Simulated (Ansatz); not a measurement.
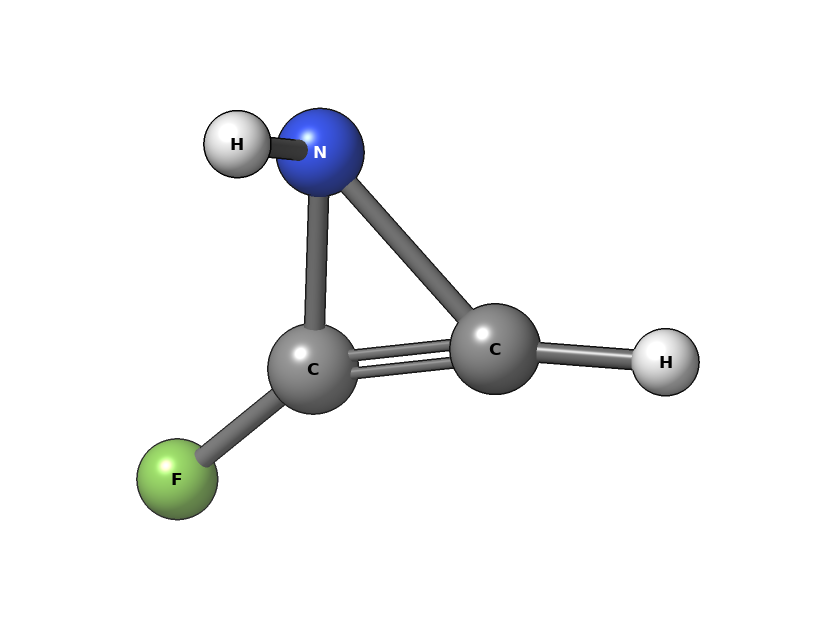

Ball-and-stick drawing of a structure. Double and triple bonds are drawn as two and three sticks.

Question: What is the molecular formula?

Answer: C₂H₂FN, 6 atoms: 2 carbon, 2 hydrogen, 1 fluorine and 1 nitrogen.

Question: Give a SMILES string for it.

Answer: FC1=CN1

Question: Name functional groups in it.

Answer: Among them: alkene, C–F bond.

The parts below concern this one geometry. Atoms keep their numbers from picture to picture. The computed structure is the end point of a PBE0-D4/def2-TZVP optimisation.

### Symmetry

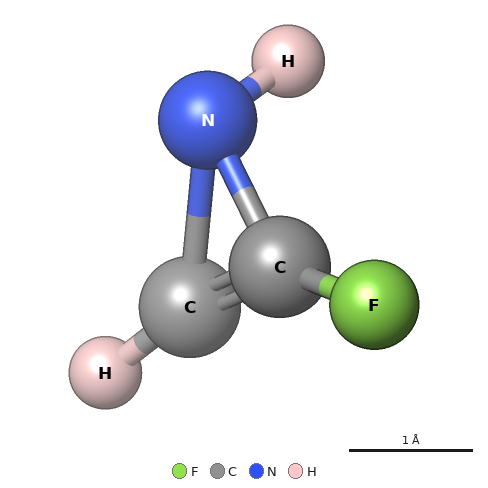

Distant atoms are faded towards the background colour. Masses are those of the most abundant isotopes; constants are for the rigid equilibrium geometry.

Question: What kind of rotor is it, and what are its rotational constants in cm⁻¹?

Answer: An asymmetric top (C1): A = 0.773, B = 0.255, C = 0.196 cm⁻¹. Ray's parameter κ is −0.79, nearer the prolate limit.

### Electronic properties

Level of theory: RKS ωB97M-V/def2-TZVPP (Ansatz 0.2.0).

Question: Give the vertical ionisation energy at this level.

Answer: 9.08 eV.

Question: What is the dipole moment?

Answer: 1.68 D.

Question: What is the HOMO energy (Kohn–Sham orbital)?

Answer: −8.76 eV.

Question: What is the HOMO–LUMO gap?

Answer: 11.03 eV.

### Charges

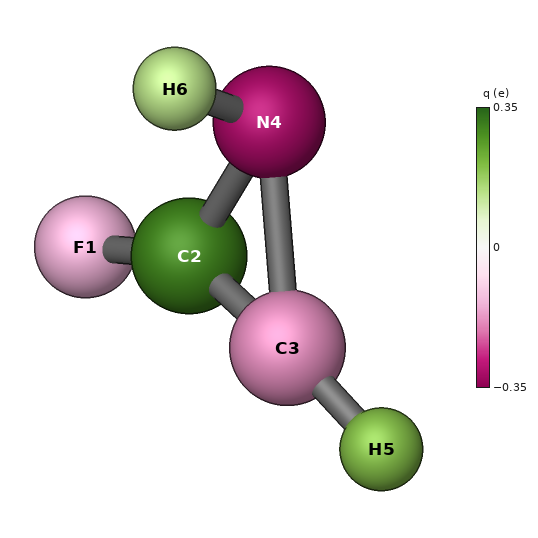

Atoms are coloured by their Mulliken charges. Method: RKS ωB97M-V/def2-TZVPP (Ansatz 0.2.0).

Question: Which atom carries the highest charge (most positive or least negative)?

Answer: C2 (0.30 e).

Question: And the lowest?

Answer: N4 (−0.31 e).

Give the Mulliken charges atom by atom.

```
atom  value (e)
  F1      −0.14
  C2       0.30
  C3      −0.18
  N4      −0.31
  H5       0.20
  H6       0.14
```

### Vibrations

Harmonic vibrations computed with RKS PBE0-D4/def2-TZVP (Ansatz 0.2.0) at a stationary point of the same level.

Question: How many vibrational modes are there, and where do they lie?

Answer: 12 modes: 365, 427, 516, 581, 894, 983, 1138, 1221, 1372, 1983, 3363, 3389 cm⁻¹.

### Thermal motion

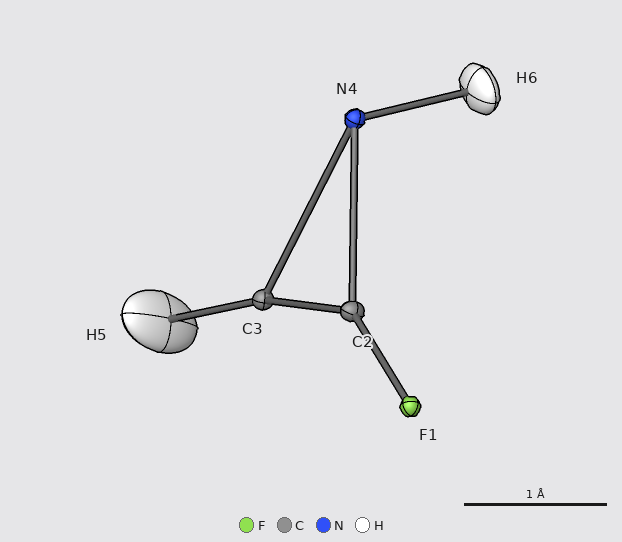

Displacement ellipsoids at the 50 % level, from the internal vibrations of the free molecule (harmonic, no overall translation or rotation; no half-axis is drawn under 0.075 Å). Vibrations computed with RKS PBE0-D4/def2-TZVP (Ansatz 0.2.0). Temperature: 400 K.

Question: Which atom moves most?

Answer: H5, with U_eq = 0.0266 Å².

Question: Does H5 move more along its bond or across it?

Answer: Across it: the root-mean-square amplitude is 0.077 Å along the bond and up to 0.231 Å across, since bending and torsion are softer than stretching.

Give the displacement parameters, one line for each set of equivalent atoms.

```json
{"atom": "F1", "U_eq (Å²)": "0.00065", "rms amplitudes (Å)": "0.020, 0.024, 0.031"}
{"atom": "C2", "U_eq (Å²)": "0.0020", "rms amplitudes (Å)": "0.029, 0.041, 0.060"}
{"atom": "C3", "U_eq (Å²)": "0.0013", "rms amplitudes (Å)": "0.029, 0.035, 0.044"}
{"atom": "N4", "U_eq (Å²)": "0.0011", "rms amplitudes (Å)": "0.014, 0.033, 0.045"}
{"atom": "H5", "U_eq (Å²)": "0.0266", "rms amplitudes (Å)": "0.077, 0.144, 0.231"}
{"atom": "H6", "U_eq (Å²)": "0.0123", "rms amplitudes (Å)": "0.071, 0.112, 0.139"}
```

Mulliken values depend strongly on the basis set and can even reverse the polarity of a bond.
